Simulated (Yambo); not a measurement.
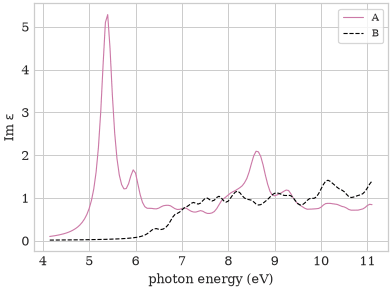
*Two computed absorption spectra of NaOH (space group P2_1/m, No. 11) (Yambo, PBEsol bands with the same scissor, field along x)*

Axes are Cartesian, with cell vectors (Å) (3.37, 0.00, 0.12), (0.00, 3.44, 0.00), (-1.36, 0.00, 5.12).

**Question.** Which curve includes the electron-hole attraction (BSE), and where are its main peaks?

**Answer.** Curve A: the attraction moves weight to lower energy (centre of the plotted range 7.5 eV against 8.9 eV). Its peaks lie at 5.4 eV, 6.0 eV, 8.6 eV, 10.2 eV. Settings: 8×8×4 mesh, 6 valence and 4 conduction bands, static screening with 38 bands and a 3 Ry block, scissor 2.83 eV, Tamm-Dancoff. The scissor comes from a G0W0 run whose convergence isn't established. Broadening 0.15 eV. The band window holds all transitions up to 13.3 eV. Fine structure above the onset can come from the mesh.

Geometry relaxed with PBE+D3(BJ); primitive cell a = 3.367 Å, b = 3.441 Å, c = 5.301 Å, α = γ = 90.00°, β = 102.92°.
